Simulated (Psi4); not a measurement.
# A workflow on SF2 (sulfur difluoride), part 3 of 3

Psi4 1.11. Earlier steps stand in the parts before.

**6. The doublet anion: a structure relaxation at UB3LYP/def2-SVPD (density fitting) (run 5)**

The input, calc.in:

```
memory 1.6 GB

molecule {
  -1 2
  F      0.86022412     2.16777476     0.71255903
  S     -1.16518812     0.24383514    -0.61030406
  F      0.32378567    -2.41481865    -0.09230556
  units bohr
  symmetry c1
}

set {
  basis        def2-SVPD
  reference    uks
  geom_maxiter 50
}

opt('b3lyp')
```

Command:

```console
psi4 calc.in calc.out -n 1
```

calc.out:

```text
Psi4 1.11 release

gradient() will perform analytic gradient computation.

   => Loading Basis Set <=

    Name: DEF2-SVPD
    Role: ORBITAL
    Keyword: BASIS

         ---------------------------------------------------------
                                   SCF
                              UKS Reference
                        1 Threads,   1525 MiB Core
         ---------------------------------------------------------

  ==> Geometry <==

    Molecular point group: c1
    Full point group: Cs

    Geometry (in Bohr), charge = -1, multiplicity = 2:

       Center              X                  Y                   Z               Mass
    ------------   -----------------  -----------------  -----------------  -----------------
         F            1.334744932695     2.133584160303    -0.000000000000    18.998403162730
         S           -1.077057207319     0.200447953086    -0.000000000000    31.972071174400
         F            0.477815280727    -2.470914417374     0.000000000000    18.998403162730

  Running in c1 symmetry.

  Rotational constants: A =      0.85192  B =      0.28890  C =      0.21574 [cm^-1]
  Rotational constants: A =  25540.02341  B =   8661.15135  C =   6467.78977 [MHz]
  Nuclear repulsion =  110.470586092072921

  Charge       = -1
  Multiplicity = 2
  Electrons    = 35
  Nalpha       = 18
  Nbeta        = 17

  ==> Algorithm <==

  SCF Algorithm Type is DF.
  DIIS enabled.
  MOM disabled.
  Fractional occupation disabled.
  Guess Type is SAD.
  Energy threshold   = 1.00e-08
  Density threshold  = 1.00e-08
  Integral threshold = 1.00e-12

  ==> Primary Basis <==

  Basis Set: DEF2-SVPD
    Blend: DEF2-SVPD
    Number of shells: 29
    Number of basis functions: 73
    Number of Cartesian functions: 79
    Spherical Harmonics?: true
    Max angular momentum: 2

  ==> DFT Potential <==

   => LibXC <=

    Version 7.1.2

   => Composite Functional: B3LYP <=

    B3LYP Hyb-GGA Exchange-Correlation Functional

    Deriv               =              1
    GGA                 =           TRUE
    Meta                =          FALSE

    Exchange Hybrid     =           TRUE
    MP2 Hybrid          =          FALSE

   => Exchange Functionals <=

    0.0800   Slater exchange
    0.7200         Becke 88

   => Exact (HF) Exchange <=

    0.2000               HF

   => Correlation Functionals <=

    0.1900   Vosko, Wilk & Nusair (VWN5_RPA)
    0.8100   Lee, Yang & Parr

   => LibXC Density Thresholds  <==

    XC_HYB_GGA_XC_B3LYP:  1.00E-15

   => Molecular Quadrature <=

    Radial Scheme          =       TREUTLER
    Pruning Scheme         =           NONE
    Nuclear Scheme         =       TREUTLER

    Blocking Scheme        =         OCTREE
    BS radius alpha        =              1
    Pruning alpha          =              1
    Radial Points          =             75
    Spherical Points       =            302
    Total Points           =          66427
    Total Blocks           =            564
    Max Points             =            255
    Max Functions          =             72
    Weights Tolerance      =       1.00E-15

   => Loading Basis Set <=

    Name: (DEF2-SVPD AUX)
    Role: JKFIT
    Keyword: DF_BASIS_SCF

  ==> Integral Setup <==

  DFHelper Memory: AOs need 0.013 GiB; user supplied 0.990 GiB.
  SCF_SUBTYPE=INCORE selected. In-core MEM_DF algorithm will be used.
  Using in-core AOs.

  ==> MemDFJK: Density-Fitted J/K Matrices <==

    J tasked:                   Yes
    K tasked:                   Yes
    wK tasked:                   No
    Memory [MiB]:              1014
    Algorithm:                 Core
    Schwarz Cutoff:           1E-12
    Mask sparsity (%):       0.1126
    Fitting Condition:        1E-10

   => Auxiliary Basis Set <=

  Basis Set: (DEF2-SVPD AUX)
    Blend: DEF2-UNIVERSAL-JKFIT
    Number of shells: 88
    Number of basis functions: 282
    Number of Cartesian functions: 341
    Spherical Harmonics?: true
    Max angular momentum: 4

  Cached 100.0% of DFT collocation blocks in 0.127 [GiB].

  Minimum eigenvalue in the overlap matrix is 4.6473920654E-03.
  Reciprocal condition number of the overlap matrix is 8.9485609939E-04.
    Using symmetric orthogonalization.

  ==> Pre-Iterations <==

  SCF Guess: Superposition of Atomic Densities via on-the-fly atomic UHF (no occupation information).

   -------------------------
    Irrep   Nso     Nmo
   -------------------------
     A         73      73
   -------------------------
    Total      73      73
   -------------------------

  ==> Iterations <==

                           Total Energy        Delta E     RMS |[F,P]|

   @DF-UKS iter SAD:  -597.34059548655443   -5.97341e+02   0.00000e+00
   @DF-UKS iter   1:  -597.44577533032736   -1.05180e-01   7.27917e-03 DIIS/ADIIS
   @DF-UKS iter   2:  -597.25039906648294    1.95376e-01   1.26543e-02 DIIS/ADIIS
   @DF-UKS iter   3:  -597.56936592095371   -3.18967e-01   7.76458e-04 DIIS/ADIIS
   @DF-UKS iter   4:  -597.57053563259717   -1.16971e-03   4.49423e-04 DIIS/ADIIS
   @DF-UKS iter   5:  -597.57108213483639   -5.46502e-04   1.39230e-04 DIIS/ADIIS
   @DF-UKS iter   6:  -597.57113544003164   -5.33052e-05   3.05936e-05 DIIS
   @DF-UKS iter   7:  -597.57113890252219   -3.46249e-06   8.18604e-06 DIIS
   @DF-UKS iter   8:  -597.57113926965326   -3.67131e-07   1.13830e-06 DIIS
   @DF-UKS iter   9:  -597.57113928506487   -1.54116e-08   3.78398e-07 DIIS
   @DF-UKS iter  10:  -597.57113928567412   -6.09248e-10   5.88094e-08 DIIS
   @DF-UKS iter  11:  -597.57113928568344   -9.32232e-12   1.02735e-08 DIIS
   @DF-UKS iter  12:  -597.57113928568288    5.68434e-13   9.99092e-09 DIIS
  Energy and wave function converged.

[... 8 lines left out ...]
   @S^2 Expected:                7.500000000E-01
[... 53 lines left out ...]
    Nuclear Repulsion Energy =            110.4705860920729208
[... 5 lines left out ...]
    Total Energy =                       -597.5711392856829889
[... 139 lines left out ...]
	Measures of convergence in internal coordinates in au.
[... 141 lines left out ...]
   @DF-UKS iter   1:  -597.59679810525643   -3.44629e-02   1.26552e-03 DIIS/ADIIS
[... 5 lines left out ...]
   @DF-UKS iter   7:  -597.60331744109499   -1.57458e-07   8.86306e-07 DIIS
[... 5 lines left out ...]
  Energy and wave function converged.
[... 14 lines left out ...]
    Final Occupation by Irrep:
[... 14 lines left out ...]
    Empirical Dispersion Energy =           0.0000000000000000
[... 68 lines left out ...]
    Weights Tolerance      =       1.00E-15
[... 143 lines left out ...]
                           Total Energy        Delta E     RMS |[F,P]|
[... 6 lines left out ...]
   @DF-UKS iter   5:  -597.61222301831788   -8.37696e-07   6.12226e-06 DIIS
[... 5 lines left out ...]
  Energy and wave function converged.
[... 14 lines left out ...]
    Final Occupation by Irrep:
[... 14 lines left out ...]
    Empirical Dispersion Energy =           0.0000000000000000
[... 68 lines left out ...]
    Weights Tolerance      =       1.00E-15
[... 132 lines left out ...]
                           Total Energy        Delta E     RMS |[F,P]|
[... 6 lines left out ...]
   @DF-UKS iter   5:  -597.61372092146576   -1.39278e-07   1.18701e-06 DIIS
[... 5 lines left out ...]
   @DF-UKS iter  11:  -597.61372093633224    7.95808e-13   2.85455e-09 DIIS
[... 13 lines left out ...]
   @S   Observed:                5.000000000E-01
[... 15 lines left out ...]
    DFT Exchange-Correlation Energy =     -37.7044736906439724
[... 28 lines left out ...]
 Dipole Z            :         -0.0000000           -0.0000000           -0.0000000
[... 153 lines left out ...]
    Weights Tolerance      =       1.00E-15
[... 25 lines left out ...]
   @DF-UKS iter   4:  -597.61394826416597   -3.01049e-06   1.43545e-06 DIIS
[... 5 lines left out ...]
  Energy and wave function converged.
[... 14 lines left out ...]
    Final Occupation by Irrep:
[... 14 lines left out ...]
    Empirical Dispersion Energy =           0.0000000000000000
[... 68 lines left out ...]
    Weights Tolerance      =       1.00E-15
[... 132 lines left out ...]
                           Total Energy        Delta E     RMS |[F,P]|
[... 6 lines left out ...]
   @DF-UKS iter   5:  -597.61398375662986   -2.74053e-09   2.73147e-07 DIIS
[... 5 lines left out ...]
  Energy and wave function converged.
[... 14 lines left out ...]
    Final Occupation by Irrep:
[... 14 lines left out ...]
    Empirical Dispersion Energy =           0.0000000000000000
[... 68 lines left out ...]
    Weights Tolerance      =       1.00E-15
[... 132 lines left out ...]
                           Total Energy        Delta E     RMS |[F,P]|
[... 6 lines left out ...]
   @DF-UKS iter   5:  -597.61398954843912   -6.08566e-10   1.35678e-07 DIIS
[... 13 lines left out ...]
   @S^2 Expected:                7.500000000E-01
[... 15 lines left out ...]
    Nuclear Repulsion Energy =            100.3808022920613183
[... 5 lines left out ...]
    Total Energy =                       -597.6139895485699753
[... 108 lines left out ...]
	Measures of convergence in internal coordinates in au.
[... 93 lines left out ...]
   @DF-UKS iter   1:  -597.61398983492188   -2.62425e-04   6.98291e-06 DIIS
[... 5 lines left out ...]
   @DF-UKS iter   7:  -597.61398994145281   -4.32010e-12   8.01239e-09 DIIS
[... 13 lines left out ...]
   @S   Observed:                5.000000000E-01
[... 22 lines left out ...]
    Beta Occupied:

       1A    -88.707248     2A    -24.440896     3A    -24.440893
       4A     -7.786738     5A     -5.760201     6A     -5.748341
       7A     -5.744764     8A     -0.899460     9A     -0.870253
      10A     -0.455320    11A     -0.221595    12A     -0.221196
      13A     -0.195783    14A     -0.162498    15A     -0.161322
      16A     -0.141002    17A     -0.026563

    Beta Virtual:

      18A      0.116745    19A      0.130590    20A      0.191819
      21A      0.213623    22A      0.214863    23A      0.224080
      24A      0.305721    25A      0.321472    26A      0.365289
[... 15 lines of this table left out ...]
      72A      3.649704    73A      3.712697

    Final Occupation by Irrep:
              A
    DOCC [    17 ]
    SOCC [     1 ]
    NA   [    18 ]
    NB   [    17 ]

  @DF-UKS Final Energy:  -597.61398994145281

   => Energetics <=

    Nuclear Repulsion Energy =            100.3215779665102332
    One-Electron Energy =               -1036.8324830198462223
    Two-Electron Energy =                 376.5924246938502051
    DFT Exchange-Correlation Energy =     -37.6955095819669097
    Empirical Dispersion Energy =           0.0000000000000000
    VV10 Nonlocal Energy =                  0.0000000000000000
    Total Energy =                       -597.6139899414527008

  UHF NO Occupations:
  HONO-2 :   16  A 1.9994920
  HONO-1 :   17  A 1.9990403
  HONO-0 :   18  A 1.0000000
  LUNO+0 :   19  A 0.0009597
  LUNO+1 :   20  A 0.0005080
  LUNO+2 :   21  A 0.0002477
  LUNO+3 :   22  A 0.0001021

Computation Completed

Properties will be evaluated at   0.000000,   0.000000,   0.000000 [a0]

Properties computed using the SCF density matrix

 Multipole Moments:

 ------------------------------------------------------------------------------------
     Multipole            Electronic (a.u.)      Nuclear  (a.u.)        Total (a.u.)
 ------------------------------------------------------------------------------------

 L = 1.  Multiply by 2.5417464519 to convert [e a0] to [Debye]
 Dipole X            :          0.9069486           -1.2140456           -0.3070969
 Dipole Y            :         -0.1687895            0.2259425            0.0571529
 Dipole Z            :         -0.0000000           -0.0000000           -0.0000000
 Magnitude           :                                                    0.3123700

 ------------------------------------------------------------------------------------

	total time  =          3 seconds =       0.05 minutes

         ------------------------------------------------------------
                                   SCF GRAD
         ------------------------------------------------------------

  ==> Geometry <==

    Molecular point group: c1
    Full point group: Cs

    Geometry (in Bohr), charge = -1, multiplicity = 2:

       Center              X                  Y                   Z               Mass
    ------------   -----------------  -----------------  -----------------  -----------------
         F            1.610111086221     2.001954133388    -0.000000000000    18.998403162730
         S           -1.421496213358     0.264550506608    -0.000000000000    31.972071174400
         F            0.782099338956    -2.447161425498     0.000000000000    18.998403162730

  Nuclear repulsion =  100.321577966510247

   => Molecular Quadrature <=

    Radial Scheme          =       TREUTLER
    Pruning Scheme         =           NONE
    Nuclear Scheme         =       TREUTLER

    Blocking Scheme        =         OCTREE
    BS radius alpha        =              1
    Pruning alpha          =              1
    Radial Points          =             75
    Spherical Points       =            302
    Total Points           =          66451
    Total Blocks           =            557
    Max Points             =            256
    Max Functions          =             72
    Weights Tolerance      =       1.00E-15

  -Total Gradient:
     Atom            X                  Y                   Z
    ------   -----------------  -----------------  -----------------
       1        0.000017478139    -0.000029452247     0.000000000000
       2        0.000102899182    -0.000019152979    -0.000000000000
       3        0.000026900912     0.000021195809    -0.000000000000

	total time  =          1 seconds =       0.02 minutes

    			-----------------------------------------

    			 OPTKING 3.0: for geometry optimizations

    			        with contributions from

    			-----------------------------------------

	                            ===> Fragment 1 <==

	 Z (Atomic Numbers)          Masses                          Geom
	       9.000000            18.998403          1.61011109  2.00195413 -0.00000000
	      16.000000            31.972071         -1.42149621  0.26455051 -0.00000000
	       9.000000            18.998403          0.78209934 -2.44716143  0.00000000

	 - Coordinate -           - BOHR/RAD -       - ANG/DEG -
	 R(1,2)           =         3.494169           1.849034
	 R(2,3)           =         3.494169           1.849034
	 B(1,2,3)         =         1.408809          80.718819

	        --- Internal Coordinate Step in ANG or DEG, aJ/ANG or AJ/DEG ---
	-------------------------------------------------------------------------------
	           Coordinate      Previous         Force          Change          New
	           ----------      --------        ------          ------        ------
	               R(1,2)       1.84903        0.00031        0.00015       1.84919
	               R(2,3)       1.84903        0.00031        0.00015       1.84919
	             B(1,2,3)      80.71882        0.00000       -0.00044      80.71838
	-------------------------------------------------------------------------------

	                                 ==> Convergence Check <==

	Measures of convergence in internal coordinates in au.

	Criteria marked as inactive (o), active & met (*), and active & unmet ( ).

	----------------------------------------------------------------------------------------------
	   Step    Total Energy     Delta E     Max Force     RMS Force      Max Disp      RMS Disp
	----------------------------------------------------------------------------------------------
	  Convergence Criteria     1.00e-06 *    3.00e-04 *             o    1.20e-03 *             o
	----------------------------------------------------------------------------------------------
	     8    -597.61398994   -3.93e-07 *    3.75e-05 *    3.09e-05 o    2.90e-04 *    2.37e-04 o  ~
	----------------------------------------------------------------------------------------------

Next Geometry in Ang
	Fragment 1 (Ang)

	    F   0.8520911207   1.0594734765  -0.0000000000
	    S  -0.7523030700   0.1400089279  -0.0000000000
	    F   0.4138917883  -1.2950818583   0.0000000000

    Final optimized geometry and variables:
    Molecular point group: c1
    Full point group: Cs

    Geometry (in Bohr), charge = -1, multiplicity = 2:

    F            1.610111086221     2.001954133388    -0.000000000000
    S           -1.421496213358     0.264550506608    -0.000000000000
    F            0.782099338956    -2.447161425498     0.000000000000

    Psi4 run time: 0:00:41.58

[set-up sections that repeat, and orbital energies of the middle runs, are left out above]
```

On the terminal:

```text
Optimizer: Optimization complete!
```

Run time: 43 s. Hardware: 1 thread of AMD EPYC 7R43 (Zen 3), shared host; peak memory 0.37 GiB.

Steps, from the record of the run:

| step | energy from the first frame kept (eV) | largest force (eV/Å) |
| --- | --- | --- |
| 0 | 0.0000 | 7.4461 |
| 1 | -0.8756 | 3.0482 |
| 2 | -1.1179 | 1.2833 |
| 3 | -1.1587 | 0.4098 |
| 4 | -1.1649 | 0.1714 |
| 5 | -1.1659 | 0.0689 |
| 6 | -1.1660 | 0.0194 |
| 7 | -1.1660 | 0.0054 |

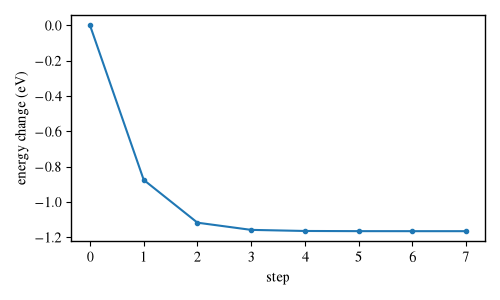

Energy along the run.

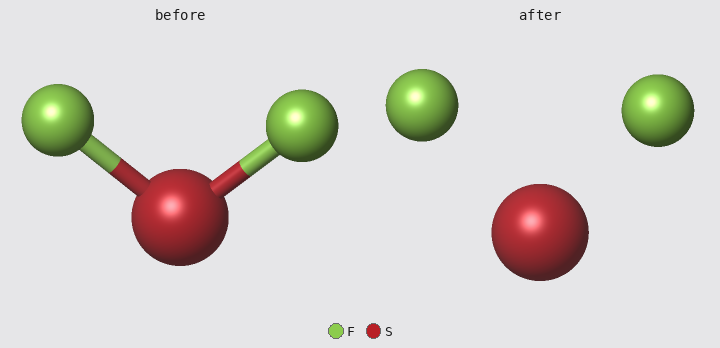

Before and after, at one scale.

After the run. Bond lengths: F1–S2 1.849 Å, S2–F3 1.849 Å. Angles: F1–S2–F3 80.7°.

**7. What came out**

This closing draws on all 3 parts.

| quantity | value |
| --- | --- |
| run 1, B3LYP/def2-SVPD: total energy at the end | -597.56935 Eh |
| run 1, B3LYP/def2-SVPD: dipole moment | 1.36 D |
| run 1, B3LYP/def2-SVPD: HOMO energy | -7.45 eV |
| run 1, B3LYP/def2-SVPD: LUMO energy | -2.58 eV |
| run 1, B3LYP/def2-SVPD: HOMO–LUMO gap | 4.87 eV |
| doublet cation, run 2: total energy | -597.17829 Eh |
| doublet cation, run 2: HOMO energy (highest over α and β) | -17.42 eV |
| doublet cation, run 2: LUMO energy (lowest over α and β) | -13.84 eV |
| doublet cation, run 2: ⟨S²⟩ | 0.754 |
| doublet cation, run 3: total energy at the end | -597.18748 Eh |
| doublet cation, run 3: HOMO energy (highest over α and β) | -16.98 eV |
| doublet cation, run 3: LUMO energy (lowest over α and β) | -13.38 eV |
| doublet cation, run 3: ⟨S²⟩ | 0.754 |
| doublet anion, run 4: total energy | -597.57114 Eh |
| doublet anion, run 4: HOMO energy (highest over α and β) | 2.25 eV |
| doublet anion, run 4: LUMO energy (lowest over α and β) | 4.21 eV |
| doublet anion, run 4: ⟨S²⟩ | 0.752 |
| doublet anion, run 5: total energy at the end | -597.61399 Eh |
| doublet anion, run 5: HOMO energy (highest over α and β) | 0.25 eV |
| doublet anion, run 5: LUMO energy (lowest over α and β) | 3.18 eV |
| doublet anion, run 5: ⟨S²⟩ | 0.754 |
| adiabatic electron affinity (to the doublet anion, no zero-point term) | 1.215 eV |
| adiabatic ionisation energy (to the doublet cation, no zero-point term) | 10.391 eV |

**Reading.** The adiabatic electron affinity (to the doublet anion, no zero-point term) is 1.21 eV (28 kcal/mol). The adiabatic ionisation energy (to the doublet cation, no zero-point term) is 10.39 eV (240 kcal/mol). The optimisation (run 1, B3LYP/def2-SVPD) took 4 steps and changed the energy by -0.068 eV. At B3LYP/def2-SVPD: The measured dipole moment is 1.05 D (NIST CCCBDB); the computed value is 0.31 D (30 %) too high. The optimisation (doublet cation, run 3) took 6 steps and changed the energy by -0.250 eV. The HOMO (doublet anion, run 4) lies at positive energy, 2.25 eV; only total energies tell whether the electron is bound.
